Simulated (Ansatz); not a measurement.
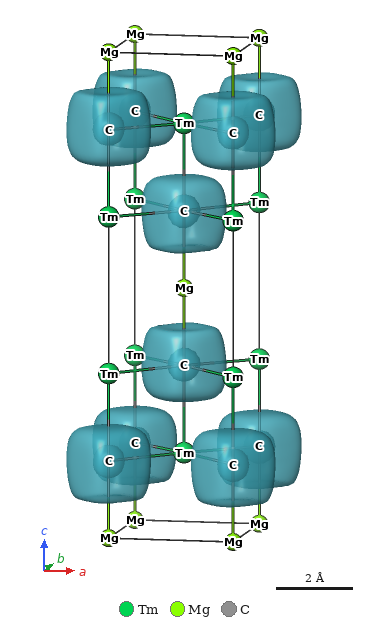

The picture shows: Tm$_{2}$MgC$_{2}$. Isosurface of the ELF at 0.6 (cyan), seen slightly off an axis. Core shells and regions of very low density are left out. Sticks mark near contacts.

Space group I4/mmm; a generated structure, not necessarily the stable one; changed on purpose from its base cell (volume × 0.88, shape and atoms relaxed); computed pressure about 16 GPa in this cell; computed without spin polarisation; no Hubbard U on the f states and no spin–orbit coupling.

Theory: DFT PBE, scalar-relativistic, plane waves, PAW; 4f electrons in the core of a trivalent norm-conserving potential in Ansatz.

In a pseudopotential calculation such maps are meaningful between the atoms, not at the nuclei.

Q: Identify the bonds, lone pairs and shells in this picture.

A: At this value the surface marks out four regions wrapped around C (the valence shell of each), counted in one cell of 10 atoms. Regions shared between cells count once. Along the contacts the grid gives the following. Mg–C (2.08 Å): the ELF peaks at about 0.80 in the valence shell of C, 0.8 Å from its nucleus, and is about 0.45 at the midpoint. Tm–C (2.35 Å): the ELF peaks at about 0.80 in the valence shell of C, 0.7 Å from its nucleus, and is about 0.20 at the midpoint; no localised pair shows between them.
